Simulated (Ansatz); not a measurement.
# AlFH₃NZn: single points with varied inputs

How do the results and run time of AlFH₃NZn respond when the settings are drawn wide?

Program: Ansatz 0.2.0, Gaussian basis. Level of theory: the settings change from run to run. These are calculated values, not measurements.

**1. The molecule**

An earlier PBE0-D4 in a triple-zeta def2 set relaxation fixed the geometry.

SMILES `[NH2][Zn][AlH][F]`, 7 atoms, charge 0, spin multiplicity 1.

Atoms are counted from 1 here; the program's logs count them from 0.

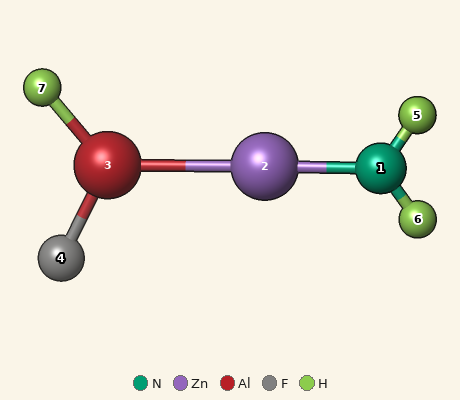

The structure; nitrogen teal, zinc purple, aluminium red, fluorine grey, hydrogen green; atoms are numbered from 1 in the order of the file.

**2. LC-wPBE/def2-TZVPD**

Set apart from the defaults: charge -1, multiplicity 2, atoms shaken by 0.15 Å, high accuracy.

File in.yaml:

```yaml
crystal:
  periodic: [false, false, false]
  atoms:
    - {symbol: N, position_ang: [0.215593, 1.925387, -1.126353]}
    - {symbol: Zn, position_ang: [0.036644, 0.276569, 0.032419]}
    - {symbol: Al, position_ang: [-0.122645, -1.936614, 1.359529]}
    - {symbol: F, position_ang: [-0.780176, -3.051688, 0.358200]}
    - {symbol: H, position_ang: [0.318059, 2.533102, -0.692704]}
    - {symbol: H, position_ang: [-0.613297, 2.239151, -2.015200]}
    - {symbol: H, position_ang: [0.239972, -2.336377, 2.396023]}
basis:
  gaussian: {orbitals: def2-TZVPD}
total_charge: -1
magnetization: {spin_polarized: true, initial_magnetization: 1}
hamiltonian: {xc: {name: LC-wPBE}}
accuracy: high
```

Run with:

```bash
$ ansatz run in.yaml --threads 2 --pin off --events-out ev --progress --plain --max-ram 4352MiB
```

Output:

```text
Functional definition: LC-wPBE
  name "LC-wPBE"
  cite "Vydrov & Scuseria, J. Chem. Phys. 125, 234109 (2006) doi:10.1063/1.2409292"
  cite "Heyd & Scuseria, J. Chem. Phys. 120, 7274 (2004) doi:10.1063/1.1668634"
  cite "Ernzerhof & Perdew, J. Chem. Phys. 109, 3313 (1998) doi:10.1063/1.476928"
  cite "Perdew, Burke & Ernzerhof, Phys. Rev. Lett. 77, 3865 (1996) doi:10.1103/PhysRevLett.77.3865"
  parent pbe
  parameter omega = 0.4/bohr
  exchange = pbe_x_sr(omega) + exact_x_lr(omega)
  correlation = pbe_c
3228 factors; integrals over basis functions are off by at most 6.2e-9 eV
875 factors; integrals over basis functions are off by at most 3.8e-9 eV
mean field evaluation 1: about -59251.8786 eV, gradient 4.2e1 eV
mean field evaluation 2: about -59231.3679 eV, gradient 7.8e1 eV
mean field evaluation 4: about -59259.2515 eV, gradient 9.0e0 eV
mean field evaluation 8: about -59260.1564 eV, gradient 8.2e-1 eV
mean field evaluation 16: about -59260.2699 eV, gradient 8.3e-2 eV
mean field evaluation 32: about -59260.2710 eV, gradient 1.3e-4 eV
mean field -59260.27098352 eV, -2177.7747905900 hartree, gradient 8.2e-8 eV, S^2 0.761523; 4 other end points of the search recorded, 0 dependent functions left out
reference -59260.27098352 eV, -2177.7747905900 hartree; 32, 31 occupied and 166, 167 virtual orbitals, 3228 factors
Total energy: -59260.27098352 eV, -2177.7747905900 hartree
```

Run time: 43 s. Hardware: 2 threads of Arm Neoverse V1, shared host; peak memory 1.3 GiB.

⟨S²⟩ 0.762.

**3. revPBE/def2-TZVP**

Set apart from the defaults: the search for lower states set to light.

File in.yaml:

```yaml
crystal:
  periodic: [false, false, false]
  atoms:
    - {symbol: N, position_ang: [0.074070, 1.856320, -1.146134]}
    - {symbol: Zn, position_ang: [0.021199, 0.323888, -0.162565]}
    - {symbol: Al, position_ang: [0.041601, -1.760923, 1.131511]}
    - {symbol: F, position_ang: [-0.512818, -3.116990, 0.352189]}
    - {symbol: H, position_ang: [0.218087, 2.770153, -0.747026]}
    - {symbol: H, position_ang: [-0.343523, 1.945937, -2.058721]}
    - {symbol: H, position_ang: [0.501394, -2.018364, 2.630756]}
basis:
  gaussian: {orbitals: def2-TZVP}
hamiltonian: {xc: {name: revPBE}}
scf: {lower_state_search: light}
output: {forces: true}
```

Same command.

Output, shortened:

```text
Functional definition: revPBE
  name "revPBE"
  cite "Zhang & Yang, Phys. Rev. Lett. 80, 890 (1998) doi:10.1103/PhysRevLett.80.890"
  cite "Perdew, Burke & Ernzerhof, Phys. Rev. Lett. 77, 3865 (1996) doi:10.1103/PhysRevLett.77.3865"
[...]
1162 factors; their error is unknown
[...]
mean field -59270.71189026 eV, -2178.1584868356 hartree, gradient 2.5e-5 eV, S^2 0.000000; 0 other end points of the search recorded, 0 dependent functions left out
[...]
reference -59270.71194922 eV, -2178.1584890023 hartree; 31, 31 occupied and 134, 134 virtual orbitals, 1162 factors
Total energy: -59270.71194922 eV, -2178.1584890023 hartree
Atom 0 at     0.074070     1.856320    -1.146134 Å, force     0.130034    -0.061396    -0.018603 eV/Å
Atom 1 at     0.021199     0.323888    -0.162565 Å, force    -0.017256    -0.273602     0.191459 eV/Å
Atom 2 at     0.041601    -1.760923     1.131511 Å, force     0.185652     0.519115     0.185934 eV/Å
Atom 3 at    -0.512818    -3.116990     0.352189 Å, force    -0.236379    -0.570433    -0.329363 eV/Å
Atom 4 at     0.218087     2.770153    -0.747026 Å, force     0.059254     0.371263     0.169260 eV/Å
Atom 5 at    -0.343523     1.945937    -2.058721 Å, force    -0.173516     0.030199    -0.371973 eV/Å
Atom 6 at     0.501394    -2.018364     2.630756 Å, force     0.052211    -0.015146     0.173285 eV/Å
Dipole moment:     0.007596     0.412509     0.016534 e Å
```

It took 2.7 s on 2 threads of Arm Neoverse V1, shared host.

Largest force 0.700 eV/Å, dipole 1.98 D.

**4. r2SCAN50/def2-mTZVPP**

This run has coordinates scaled by 0.92.

File in.yaml:

```yaml
crystal:
  periodic: [false, false, false]
  atoms:
    - {symbol: N, position_ang: [0.068144, 1.707814, -1.054443]}
    - {symbol: Zn, position_ang: [0.019504, 0.297977, -0.149560]}
    - {symbol: Al, position_ang: [0.038273, -1.620050, 1.040990]}
    - {symbol: F, position_ang: [-0.471793, -2.867631, 0.324014]}
    - {symbol: H, position_ang: [0.200640, 2.548541, -0.687264]}
    - {symbol: H, position_ang: [-0.316041, 1.790262, -1.894023]}
    - {symbol: H, position_ang: [0.461282, -1.856895, 2.420295]}
basis:
  gaussian: {orbitals: def2-mTZVPP}
hamiltonian: {xc: {name: r2SCAN50}}
```

Launched as before.

Output, shortened:

```text
Functional definition: r2SCAN50
  name "r2SCAN50"
  cite "Bursch, Neugebauer, Ehlert & Grimme, J. Chem. Phys. 156, 134105 (2022) doi:10.1063/5.0086040"
  cite "Furness, Kaplan, Ning, Perdew & Sun, J. Phys. Chem. Lett. 11, 8208 (2020) doi:10.1021/acs.jpclett.0c02405"
  cite "Furness, Kaplan, Ning, Perdew & Sun, J. Phys. Chem. Lett. 11, 9248 (2020) doi:10.1021/acs.jpclett.0c03077"
  parent r2scan
[...]
1123 factors; integrals over basis functions are off by at most 1.4e-3 eV
[...]
mean field -59268.76676368 eV, -2178.0870047524 hartree, gradient 1.8e-5 eV, S^2 0.000000; 0 other end points of the search recorded, 0 dependent functions left out
reference -59268.76677171 eV, -2178.0870050472 hartree; 31, 31 occupied and 87, 87 virtual orbitals, 1123 factors
Total energy: -59268.76677171 eV, -2178.0870050472 hartree
```

It took 4.6 s on 2 threads of Arm Neoverse V1, shared host.

**5. PBEsol/aug-cc-pVDZ**

Set apart from the defaults: the search for lower states set to full.

File in.yaml:

```yaml
crystal:
  periodic: [false, false, false]
  atoms:
    - {symbol: N, position_ang: [0.074070, 1.856320, -1.146134]}
    - {symbol: Zn, position_ang: [0.021199, 0.323888, -0.162565]}
    - {symbol: Al, position_ang: [0.041601, -1.760923, 1.131511]}
    - {symbol: F, position_ang: [-0.512818, -3.116990, 0.352189]}
    - {symbol: H, position_ang: [0.218087, 2.770153, -0.747026]}
    - {symbol: H, position_ang: [-0.343523, 1.945937, -2.058721]}
    - {symbol: H, position_ang: [0.501394, -2.018364, 2.630756]}
basis:
  gaussian: {orbitals: aug-cc-pVDZ}
hamiltonian: {xc: {name: PBEsol}}
scf: {lower_state_search: full}
```

Launched as before.

Output:

```text
Functional definition: PBEsol
  name "PBEsol"
  cite "Perdew et al., Phys. Rev. Lett. 100, 136406 (2008) doi:10.1103/PhysRevLett.100.136406"
  cite "Perdew, Burke & Ernzerhof, Phys. Rev. Lett. 77, 3865 (1996) doi:10.1103/PhysRevLett.77.3865"
  parent pbesol
  exchange = pbesol_x
  correlation = pbesol_c
1535 factors; their error is unknown
mean field evaluation 1: about -59179.7151 eV, gradient 1.0e2 eV
mean field evaluation 2: about -59066.5052 eV, gradient 2.4e2 eV
mean field evaluation 4: about -59194.5883 eV, gradient 3.6e1 eV
mean field evaluation 8: about -59196.2460 eV, gradient 3.0e-1 eV
mean field evaluation 16: about -59196.2068 eV, gradient 9.0e-5 eV
mean field evaluation 32: about -59196.2441 eV, gradient 1.3e-1 eV
mean field -59196.20684995 eV, -2175.4204771055 hartree, gradient 2.6e-5 eV, S^2 0.000000; 2 other end points of the search recorded, 0 dependent functions left out
reference -59196.20691540 eV, -2175.4204795110 hartree; 31, 31 occupied and 128, 128 virtual orbitals, 1535 factors
Total energy: -59196.20691540 eV, -2175.4204795110 hartree
```

It took 7 s on 2 threads of Arm Neoverse V1, shared host.

**6. HSE06/def2-TZVPD**

Set apart from the defaults: multiplicity 3, D3(BJ) dispersion, high accuracy.

in.yaml: that of step 5 with these lines changed.

```diff
@@ -11,4 +11,6 @@
 basis:
-  gaussian: {orbitals: aug-cc-pVDZ}
-hamiltonian: {xc: {name: PBEsol}}
-scf: {lower_state_search: full}
+  gaussian: {orbitals: def2-TZVPD}
+magnetization: {spin_polarized: true, initial_magnetization: 2}
+hamiltonian: {xc: {name: HSE06}, dispersion: d3bj}
+accuracy: high
+output: {forces: true}
```

Same command.

Output, shortened:

```text
Functional definition: HSE06
  name "HSE06"
  cite "Heyd, Scuseria & Ernzerhof, J. Chem. Phys. 118, 8207 (2003) doi:10.1063/1.1564060"
  cite "Krukau, Vydrov, Izmaylov & Scuseria, J. Chem. Phys. 125, 224106 (2006) doi:10.1063/1.2404663"
  cite "Heyd & Scuseria, J. Chem. Phys. 120, 7274 (2004) doi:10.1063/1.1668634"
  cite "Ernzerhof & Perdew, J. Chem. Phys. 109, 3313 (1998) doi:10.1063/1.476928"
  cite "Perdew, Burke & Ernzerhof, Phys. Rev. Lett. 77, 3865 (1996) doi:10.1103/PhysRevLett.77.3865"
  parent pbe
[...]
  # The whole range is PBE's own exchange, as in plane waves. The composition of these papers is wPBEh.
[...]
3231 factors; integrals over basis functions are off by at most 6.1e-9 eV
165 factors; integrals over basis functions are off by at most 2.8e-9 eV
[...]
mean field -59258.93335324 eV, -2177.7256335837 hartree, gradient 8.8e-8 eV, S^2 2.009067; 6 other end points of the search recorded, 0 dependent functions left out
[...]
reference -59258.93336007 eV, -2177.7256338350 hartree; 32, 30 occupied and 166, 168 virtual orbitals, 3231 factors
Total energy: -59259.01369508 eV, -2177.7285860921 hartree
Atom 0 at     0.074070     1.856320    -1.146134 Å, force     0.587430     0.386509    -0.507144 eV/Å
Atom 1 at     0.021199     0.323888    -0.162565 Å, force    -0.000250    -0.117637     0.195041 eV/Å
Atom 2 at     0.041601    -1.760923     1.131511 Å, force    -0.113366    -0.674724     0.312413 eV/Å
Atom 3 at    -0.512818    -3.116990     0.352189 Å, force    -0.075526     0.084123    -0.262991 eV/Å
Atom 4 at     0.218087     2.770153    -0.747026 Å, force    -0.228444     0.004703     0.200788 eV/Å
Atom 5 at    -0.343523     1.945937    -2.058721 Å, force    -0.265421    -0.080820     0.057807 eV/Å
Atom 6 at     0.501394    -2.018364     2.630756 Å, force     0.095577     0.397846     0.004085 eV/Å
Dipole moment:     0.058986     0.746127    -0.173173 e Å
```

It took 53 s on 2 threads of Arm Neoverse V1, shared host; peak memory 1.4 GiB.

Largest force 0.867 eV/Å, dipole 3.69 D, ⟨S²⟩ 2.009.

**7. PBE-QIDH/pcseg-2**

Set apart from the defaults: unrestricted orbitals.

in.yaml: that of step 6 with these lines changed.

```diff
@@ -11,6 +11,4 @@
 basis:
-  gaussian: {orbitals: def2-TZVPD}
-magnetization: {spin_polarized: true, initial_magnetization: 2}
-hamiltonian: {xc: {name: HSE06}, dispersion: d3bj}
-accuracy: high
-output: {forces: true}
+  gaussian: {orbitals: pcseg-2}
+magnetization: {spin_polarized: true, initial_magnetization: 0}
+hamiltonian: {xc: {name: PBE-QIDH}}
```

The command is unchanged.

Output, shortened:

```text
Functional definition: PBE-QIDH
  name "PBE-QIDH"
  cite "Brémond, Sancho-García, Pérez-Jiménez & Adamo, J. Chem. Phys. 141, 031101 (2014) doi:10.1063/1.4890314"
  cite "Perdew, Burke & Ernzerhof, Phys. Rev. Lett. 77, 3865 (1996) doi:10.1103/PhysRevLett.77.3865"
[...]
1281 factors; integrals over basis functions are off by at most 1.2e-3 eV
[...]
mean field -59242.74006678 eV, -2177.1305412827 hartree, gradient 6.9e-6 eV, S^2 0.000000; 0 other end points of the search recorded, 0 dependent functions left out
12 core orbitals not correlated, not the lowest: weight in the atoms' cores, before any rotation towards them, 1.000 or more for the frozen orbitals, at most 0.000 for the correlated occupied ones
reference -59242.74008136 eV, -2177.1305418184 hartree; 19, 19 occupied and 161, 161 virtual orbitals, 1281 factors
second order -37.21010153 eV of doubles, -0.00000000 eV of singles
Total energy: -59255.14344853 eV, -2177.5863571548 hartree
```

Run time: 11 s. Hardware: 2 threads of Arm Neoverse V1, shared host; peak memory 0.58 GiB.

⟨S²⟩ 0.000.

**8. PBE0-DH/cc-pVDZ**

Set apart from the defaults: atoms shaken by 0.03 Å, finite nuclei, high accuracy.

File in.yaml:

```yaml
crystal:
  periodic: [false, false, false]
  atoms:
    - {symbol: N, position_ang: [0.112231, 1.816037, -1.160979]}
    - {symbol: Zn, position_ang: [0.072315, 0.310191, -0.195520]}
    - {symbol: Al, position_ang: [0.024352, -1.702306, 1.100875]}
    - {symbol: F, position_ang: [-0.516981, -3.113941, 0.428735]}
    - {symbol: H, position_ang: [0.204169, 2.757574, -0.754953]}
    - {symbol: H, position_ang: [-0.289730, 1.900278, -2.064828]}
    - {symbol: H, position_ang: [0.490742, -2.035114, 2.629876]}
basis:
  gaussian: {orbitals: cc-pVDZ, nuclear_model: gaussian}
hamiltonian: {xc: {name: PBE0-DH}}
accuracy: high
output: {forces: true}
```

The command is unchanged.

Output, shortened:

```text
Functional definition: PBE0-DH
  name "PBE0-DH"
  cite "Brémond & Adamo, J. Chem. Phys. 135, 024106 (2011) doi:10.1063/1.3604569"
  cite "Perdew, Burke & Ernzerhof, Phys. Rev. Lett. 77, 3865 (1996) doi:10.1103/PhysRevLett.77.3865"
[...]
2283 factors; integrals over basis functions are off by at most 4.5e-9 eV
[...]
mean field -59254.06305317 eV, -2177.5466533573 hartree, gradient 4.2e-8 eV, S^2 0.000000; 1 other end points of the search recorded, 0 dependent functions left out
12 core orbitals not correlated, not the lowest: weight in the atoms' cores, before any rotation towards them, 1.000 or more for the frozen orbitals, at most 0.000 for the correlated occupied ones
reference -59254.06305549 eV, -2177.5466534429 hartree; 19, 19 occupied and 73, 73 virtual orbitals, 2283 factors
second order -35.02321236 eV of doubles, -0.00000000 eV of singles
[...]
Total energy: -59258.44095704 eV, -2177.7075383573 hartree
Atom 0 at     0.112231     1.816037    -1.160979 Å, force     0.439984     0.957520     0.956766 eV/Å
Atom 1 at     0.072315     0.310191    -0.195520 Å, force    -0.048850     0.024131     0.009264 eV/Å
Atom 2 at     0.024352    -1.702306     1.100875 Å, force     0.657495     0.348886     1.375488 eV/Å
Atom 3 at    -0.516981    -3.113941     0.428735 Å, force    -0.516392    -1.051492    -0.739269 eV/Å
Atom 4 at     0.204169     2.757574    -0.754953 Å, force    -0.046068    -0.685545    -0.296746 eV/Å
Atom 5 at    -0.289730     1.900278    -2.064828 Å, force    -0.381061     0.109479    -0.927472 eV/Å
Atom 6 at     0.490742    -2.035114     2.629876 Å, force    -0.105108     0.297022    -0.378031 eV/Å
Dipole moment:    -0.004491     0.584134    -0.070870 e Å
```

Run time: 31 s. Hardware: 2 threads of Arm Neoverse V1, shared host; peak memory 0.55 GiB.

Largest force 1.564 eV/Å, dipole 2.83 D.

**9. B3LYP5/def2-SVPD**

Options: unrestricted orbitals, atoms shaken by 0.08 Å, finite nuclei.

File in.yaml:

```yaml
crystal:
  periodic: [false, false, false]
  atoms:
    - {symbol: N, position_ang: [0.072105, 1.838374, -1.132766]}
    - {symbol: Zn, position_ang: [0.093489, 0.162027, -0.346353]}
    - {symbol: Al, position_ang: [-0.011514, -1.762387, 1.254686]}
    - {symbol: F, position_ang: [-0.553783, -3.289498, 0.434269]}
    - {symbol: H, position_ang: [0.376615, 2.750713, -0.670253]}
    - {symbol: H, position_ang: [-0.297522, 1.747317, -2.111289]}
    - {symbol: H, position_ang: [0.466066, -2.002358, 2.553892]}
basis:
  gaussian: {orbitals: def2-SVPD, nuclear_model: gaussian}
magnetization: {spin_polarized: true, initial_magnetization: 0}
hamiltonian: {xc: {name: B3LYP5}}
output: {forces: true}
```

Launched as before.

Output, shortened:

```text
Functional definition: B3LYP5
  name "B3LYP5"
  cite "Stephens, Devlin, Chabalowski & Frisch, J. Phys. Chem. 98, 11623 (1994) doi:10.1021/j100096a001"
  cite "Becke, Phys. Rev. A 38, 3098 (1988) doi:10.1103/PhysRevA.38.3098"
  cite "Lee, Yang & Parr, Phys. Rev. B 37, 785 (1988) doi:10.1103/PhysRevB.37.785"
  cite "Vosko, Wilk & Nusair, Can. J. Phys. 58, 1200 (1980) doi:10.1139/p80-159"
[...]
1180 factors; integrals over basis functions are off by at most 1.2e-3 eV
[...]
mean field -59257.48939646 eV, -2177.6725691510 hartree, gradient 3.3e-5 eV, S^2 0.000000; 0 other end points of the search recorded, 0 dependent functions left out
[...]
reference -59257.48968871 eV, -2177.6725798911 hartree; 31, 31 occupied and 94, 94 virtual orbitals, 1180 factors
Total energy: -59257.48968871 eV, -2177.6725798911 hartree
Atom 0 at     0.072105     1.838374    -1.132766 Å, force     0.020453    -0.041490    -0.011587 eV/Å
Atom 1 at     0.093489     0.162027    -0.346353 Å, force     0.007749     0.206779     0.828392 eV/Å
Atom 2 at    -0.011514    -1.762387     1.254686 Å, force    -1.461039    -1.194943    -4.700602 eV/Å
Atom 3 at    -0.553783    -3.289498     0.434269 Å, force     0.518979     1.736655     1.014412 eV/Å
Atom 4 at     0.376615     2.750713    -0.670253 Å, force    -0.810656    -1.633349    -1.662125 eV/Å
Atom 5 at    -0.297522     1.747317    -2.111289 Å, force     0.689454     1.409291     1.253887 eV/Å
Atom 6 at     0.466066    -2.002358     2.553892 Å, force     1.035059    -0.482943     3.277623 eV/Å
Dipole moment:     0.102655     0.482995     0.136956 e Å
```

Wall time 6 s (2 threads of Arm Neoverse V1, shared host).

Largest force 5.065 eV/Å, dipole 2.46 D, ⟨S²⟩ 0.000.

**10. r2SCANh/def2-SVP**

Options: D3(BJ) dispersion, relativity set to none, the search for lower states set to full.

File in.yaml:

```yaml
crystal:
  periodic: [false, false, false]
  atoms:
    - {symbol: N, position_ang: [0.074070, 1.856320, -1.146134]}
    - {symbol: Zn, position_ang: [0.021199, 0.323888, -0.162565]}
    - {symbol: Al, position_ang: [0.041601, -1.760923, 1.131511]}
    - {symbol: F, position_ang: [-0.512818, -3.116990, 0.352189]}
    - {symbol: H, position_ang: [0.218087, 2.770153, -0.747026]}
    - {symbol: H, position_ang: [-0.343523, 1.945937, -2.058721]}
    - {symbol: H, position_ang: [0.501394, -2.018364, 2.630756]}
basis:
  gaussian: {orbitals: def2-SVP}
hamiltonian: {xc: {name: r2SCANh}, dispersion: d3bj, pseudopotentials: {relativity: none}}
scf: {lower_state_search: full}
```

The command is unchanged.

Output, shortened:

```text
Warning: the engine holds no damping parameters fitted to this dispersion correction and functional, so the run takes those fitted to r2scanh beside the three-body term, which d3bj leaves out (hamiltonian.dispersion, under Limitations)
Functional definition: r2SCANh
  name "r2SCANh"
  cite "Bursch, Neugebauer, Ehlert & Grimme, J. Chem. Phys. 156, 134105 (2022) doi:10.1063/5.0086040"
  cite "Furness, Kaplan, Ning, Perdew & Sun, J. Phys. Chem. Lett. 11, 8208 (2020) doi:10.1021/acs.jpclett.0c02405"
  cite "Furness, Kaplan, Ning, Perdew & Sun, J. Phys. Chem. Lett. 11, 9248 (2020) doi:10.1021/acs.jpclett.0c03077"
  parent r2scan
[...]
882 factors; integrals over basis functions are off by at most 1.1e-3 eV
[...]
mean field -59258.21189313 eV, -2177.6991204137 hartree, gradient 1.1e-5 eV, S^2 0.000000; 2 other end points of the search recorded, 0 dependent functions left out
reference -59258.21190647 eV, -2177.6991209042 hartree; 31, 31 occupied and 61, 61 virtual orbitals, 882 factors
Total energy: -59258.24354089 eV, -2177.7002834475 hartree
```

It took 6 s on 2 threads of Arm Neoverse V1, shared host.

**11. The runs in one table**

```
               level  charge  multiplicity  geometry  functions  energy (eV)   time
  LC-wPBE/def2-TZVPD      -1             2    shaken        198   -59260.271   43 s
    revPBE/def2-TZVP       0             1   relaxed        165   -59270.712  2.7 s
r2SCAN50/def2-mTZVPP       0             1    scaled        118   -59268.767  4.6 s
  PBEsol/aug-cc-pVDZ       0             1   relaxed        159   -59196.207    7 s
    HSE06/def2-TZVPD       0             3   relaxed        198   -59259.014   53 s
    PBE-QIDH/pcseg-2       0             1   relaxed        192   -59255.143   11 s
     PBE0-DH/cc-pVDZ       0             1    shaken        104   -59258.441   31 s
    B3LYP5/def2-SVPD       0             1    shaken        125   -59257.490    6 s
    r2SCANh/def2-SVP       0             1   relaxed         92   -59258.244    6 s
```

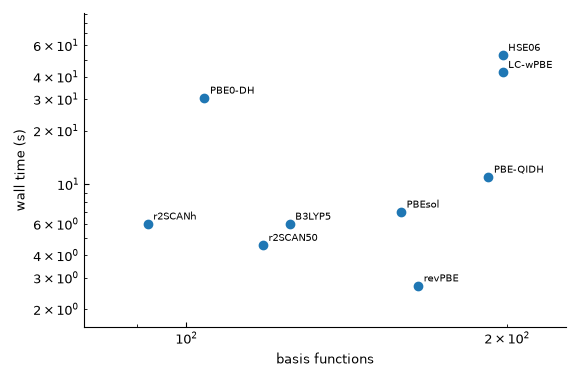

Wall time against the number of basis functions (shared host).

**12. Results**

| quantity | value |
| --- | --- |
| runs | 9 |
| quickest | revPBE/def2-TZVP, 2.7 s |
| slowest | HSE06/def2-TZVPD, 53 s |
| spread of total energies, same state and geometry | 74.5 eV |

**Reading.** Run time spans a factor of 20, from revPBE/def2-TZVP to HSE06/def2-TZVPD. The jobs differ in tasks and options as well as level. The totals spread over 75 eV; they can't be compared across methods or bases. At the PBE0-D4/def2-TZVP geometry and in the same state, runs without warnings or point charges leave forces up to 0.70 eV/Å (revPBE/def2-TZVP), against 5.1 eV/Å where the atoms were moved.
